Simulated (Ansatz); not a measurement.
A series of calculations on B$_{2}$NH$_{4}$

Part 1: Relaxation

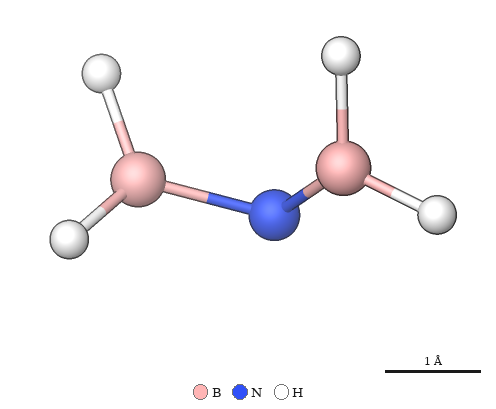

B2NH4 (multiplicity 2), before the relaxation. The picture is a ball-and-stick view, seen at a tilt.

The run prepares an end point of a later path (torsion) calculation, from a guessed geometry.

These are results of UKS PBE/cc-pVDZ in Ansatz 0.2.0, not measurements.

The input:
```yaml
crystal:
  periodic: [false, false, false]
  atoms:
    - { symbol: B, position_ang: [-0.8622, 0.0442, -0.7344] }
    - { symbol: "N", position_ang: [-0.4247, -0.7955, 0.3945] }
    - { symbol: B, position_ang: [0.9293, -0.3054, 0.7936] }
    - { symbol: H, position_ang: [-1.6256, -0.3466, -1.5065] }
    - { symbol: H, position_ang: [-0.9364, 1.2568, -0.6227] }
    - { symbol: H, position_ang: [1.057, 0.6752, 1.4803] }
    - { symbol: H, position_ang: [1.9239, -0.5966, 0.1495] }
magnetization:
  spin_polarized: true
  initial_magnetization: 1
basis:
  gaussian: { orbitals: cc-pVDZ }
hamiltonian:
  xc: pbe
relax:
  f_tol: 0.015
  max_steps: 40
```

Command:
```bash
ansatz run input.yaml --threads 1 --pin off --max-ram 2048MiB --backend cpu --events-out ev --progress --plain --runs-dir out
```

Predict the outcome.

Answer. The largest moves after the best rigid fit, 0.99 Å, are those of N2 and H5. By element the largest moves are H 0.99 Å, N 0.98 Å, B 0.30 Å. Some distances before and after: N2–B3 1.494 → 1.370 Å, B1–N2 1.473 → 1.370 Å, B1–H4 1.154 → 1.225 Å, B3–H6 1.204 → 1.225 Å. Bond angles that change, for instance: B1–N2–B3 106.7° → 179.9°, H4–B1–H5 111.0° → 119.1°, H6–B3–H7 114.1° → 119.1°. After 14 accepted moves (16 points after the start) the energy has fallen by 30.9 kcal/mol. Largest force component: 3.3 eV/Å at the start, 0.0053 eV/Å at the end. The line search rejected the trial steps at points 8, 12 of the run. The forces were under the threshold at step 7, but the run went on from there. Cost: 33 s on 1 thread of Arm Neoverse V1 (shared host), peak memory 0.12 GiB.

The structure at the end:

```xyz
7

B    -1.1164    0.2046   -0.7588
N     0.0083   -0.0083   -0.0055
B     1.1338   -0.2235    0.7461
H    -1.3486   -0.4939   -1.7376
H    -1.9025    1.0955   -0.4624
H     1.5066    0.6130    1.5590
H     1.7800   -1.2552    0.6135
```

The end point in the same view:

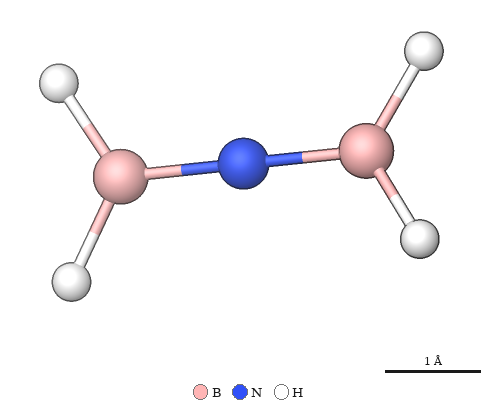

Part 2: Relaxation

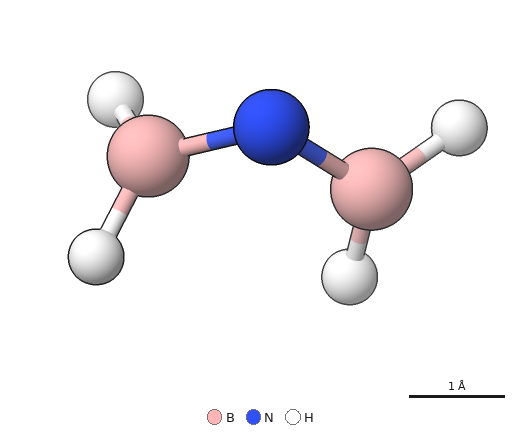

Starting structure of B$_{2}$NH$_{4}$ (multiplicity 2). A ball-and-stick model, seen face on.

The run prepares an end point of a later path (torsion) calculation, from a guessed geometry.

Method: UKS PBE/cc-pVDZ (Ansatz).

Input file:
```yaml
crystal:
  periodic: [false, false, false]
  atoms:
    - { symbol: B, position_ang: [-0.8622, 0.0442, -0.7344] }
    - { symbol: "N", position_ang: [-0.4247, -0.7955, 0.3945] }
    - { symbol: B, position_ang: [-1.52422, -1.77403, 0.65205] }
    - { symbol: H, position_ang: [-1.6256, -0.3466, -1.5065] }
    - { symbol: H, position_ang: [-0.9364, 1.2568, -0.6227] }
    - { symbol: H, position_ang: [-1.64882, -2.76057, -0.02667] }
    - { symbol: H, position_ang: [-2.53795, -1.44611, 1.24678] }
magnetization:
  spin_polarized: true
  initial_magnetization: 1
basis:
  gaussian: { orbitals: cc-pVDZ }
hamiltonian:
  xc: pbe
relax:
  f_tol: 0.015
  max_steps: 40
output:
  orbitals: {}
```

Run as
```bash
ansatz run input.yaml --threads 1 --pin off --max-ram 2048MiB --backend cpu --events-out ev --progress --plain --runs-dir out
```

Where does the relaxation end?

Answer. The largest moves after the best rigid fit, 1.06 Å, are those of N2 and H4. By element the largest moves are N 1.06 Å, H 1.05 Å, B 0.28 Å. Among the contacts that change: N2–B3 1.494 → 1.371 Å, B1–N2 1.473 → 1.371 Å, B1–H4 1.154 → 1.225 Å, B3–H6 1.204 → 1.225 Å. Among the angles between lasting bonds that change: B1–N2–B3 106.7° → 179.9°, H4–B1–H5 111.0° → 119.1°, H6–B3–H7 114.1° → 119.1°. Over 13 accepted moves (15 points after the start) the energy falls by 1.408 eV. Largest force component: 3.4 eV/Å at the start, 0.0078 eV/Å at the end. The line search rejected the trial steps at points 11, 12 of the run. The forces were under the threshold at step 8, but the run went on from there.

The structure at the end:

```xyz
7

B    -1.0069    0.2161   -0.8932
N    -1.3655   -0.8323   -0.0860
B    -1.7244   -1.8796    0.7224
H    -0.8492    0.0478   -2.0960
H    -0.8398    1.3338   -0.4214
H    -1.6423   -3.0327    0.3181
H    -2.1318   -1.6748    1.8591
```

After the run, drawn alike:

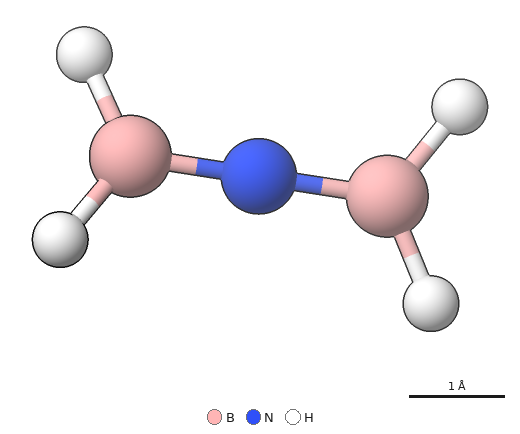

Part 3: Path

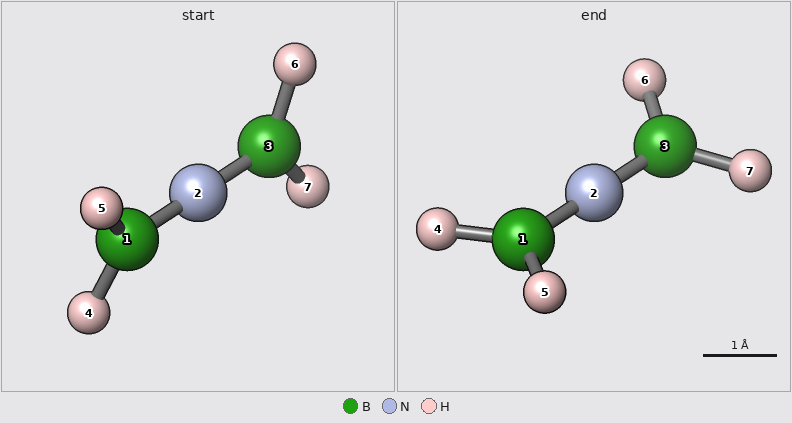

The two relaxed end points of a path for B2NH4 (multiplicity 2). The picture is a ball-and-stick view, seen from a free direction.

The calculation used UKS PBE/cc-pVDZ (Ansatz).

Input file:
```yaml
crystal:
  periodic: [false, false, false]
  atoms:
    - { symbol: B, position_ang: [-1.121183, 0.211018, -0.74981] }
    - { symbol: "N", position_ang: [0.008331, -0.008347, -0.005472] }
    - { symbol: B, position_ang: [1.138579, -0.230011, 0.737061] }
    - { symbol: H, position_ang: [-1.3561, -0.474501, -1.736984] }
    - { symbol: H, position_ang: [-1.908726, 1.094913, -0.436795] }
    - { symbol: H, position_ang: [1.512769, 0.596422, 1.559658] }
    - { symbol: H, position_ang: [1.787631, -1.257394, 0.586643] }
magnetization:
  spin_polarized: true
  initial_magnetization: 1
basis:
  gaussian: { orbitals: cc-pVDZ }
hamiltonian:
  xc: pbe
neb:
  order_check: false
  images: 5
  f_tol: 0.05
  max_iterations: 60
  initial_path: idpp
  final_atoms:
    - { symbol: B, position_ang: [-1.12116805, 0.21099262, -0.7507053] }
    - { symbol: "N", position_ang: [0.00927127, -0.00903725, -0.00709746] }
    - { symbol: B, position_ang: [1.13882399, -0.23019276, 0.73749827] }
    - { symbol: H, position_ang: [-1.05207892, 0.78491481, -1.83037714] }
    - { symbol: H, position_ang: [-2.21407806, -0.16362222, -0.34442744] }
    - { symbol: H, position_ang: [2.18108035, 0.35645572, 0.47394096] }
    - { symbol: H, position_ang: [1.11945044, -1.01741092, 1.67546912] }
```

Run as
```bash
ansatz run input.yaml --threads 1 --pin off --max-ram 2048MiB --backend cpu --events-out ev --progress --plain --runs-dir out
```

What barrier does the band find between them, and by what path?

The barrier is about 0.62 eV in both directions, with image 3 at the top; the ends have the same energy. The motion is a rotation about the B1–N2 bond by about 195°. No bond forms or breaks between the ends. Among the angles between lasting bonds that change up to the highest image: H4–B1–H5 119.1° → 114.4°, N2–B1–H4 120.4° → 122.9°. The band is converged. At the top, the vibrational analysis gives one imaginary mode (1572i cm⁻¹), as a transition state must have.

Energies of the converged images:

| image | path (Å) | E (eV) |
| --- | --- | --- |
| 0 | 0.00 | 0.000 |
| 1 | 0.47 | 0.037 |
| 2 | 0.93 | 0.242 |
| 3 | 1.40 | 0.618 |
| 4 | 1.86 | 0.242 |
| 5 | 2.32 | 0.037 |
| 6 | 2.79 | 0.000 |

The geometry at the top of the path:

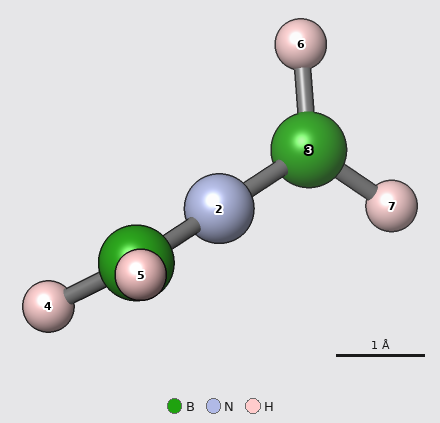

Cost: 5 min on 1 thread of Arm Neoverse V1, on a shared host, peak memory 0.22 GiB.
